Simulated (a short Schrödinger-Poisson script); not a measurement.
Stack: gated Al0.2Ga0.8As/GaAs δ-doped gas, at 20 K.

```csv
layer,material,thickness (nm),Na (cm⁻³)
1,Al0.2Ga0.8As,20,-
2,Al0.2Ga0.8As,2,-
3,GaAs,6000,4e14
```

The device is made up for the run: typed textbook-type constants, with dimensions and the other settings drawn at random. Al0.2Ga0.8As: permittivity 12.33, conduction-band edge (eV) 0.158, gap (eV) 1.673, electron mass (mₑ) 0.0836, Nv at 300 K (cm⁻³) 9e18. GaAs: permittivity 12.9, conduction-band edge (eV) 0, gap (eV) 1.424, Nv at 300 K (cm⁻³) 9e18.

Channel valleys (confinement mass, in-plane density-of-states mass, number): Γ 0.067, 0.067, 1. At the gate the conduction-band edge of layer 1 lies 0.91 eV − eVg above the Fermi level of the channel; the field vanishes at the back. Sheet of ionised δ-doping: +2.1e12 e/cm² at 20 nm from the gate. The barrier under the gate holds no holes. Gaps are held at their typed values at every temperature. Mesh 0.08 nm at interfaces.

Solved with a short Schrödinger-Poisson script written for these runs: 1D Poisson equation in equilibrium, electrons quantum, Hartree (BenDaniel-Duke, 40 states a valley, the channel's in-plane mass for all, wave functions free to enter the barrier), parabolic valleys, classical holes, full ionisation, no traps, pinning or gate leakage.

Only gate voltages with over 1e8 electrons/cm² are shown.

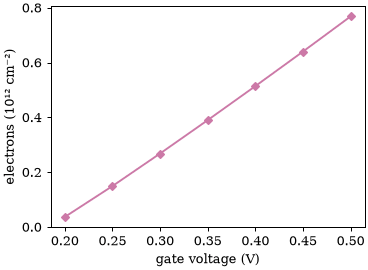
Figure. Sheet density against gate voltage

| Vg (V) | electrons (cm⁻²) | in the channel layer | C (μF/cm²) | Γ E0 (meV) | Γ E1 (meV) |
|---|---|---|---|---|---|
| 0.5 | 7.68e11 | 7.30e11 | 0.414 | -26.8 | 1.3 |
| 0.45 | 6.40e11 | 6.13e11 | 0.408 | -22.6 | 3.4 |
| 0.4 | 5.14e11 | 4.96e11 | 0.401 | -18.3 | 6.1 |
| 0.35 | 3.90e11 | 3.79e11 | 0.394 | -13.9 | 9.0 |
| 0.3 | 2.68e11 | 2.62e11 | 0.387 | -9.6 | 11.8 |
| 0.25 | 1.49e11 | 1.47e11 | 0.375 | -5.2 | 14.3 |
| 0.2 | 3.64e10 | 3.61e10 | 0.337 | -0.2 | 17.4 |

Subbands count from the Fermi level.
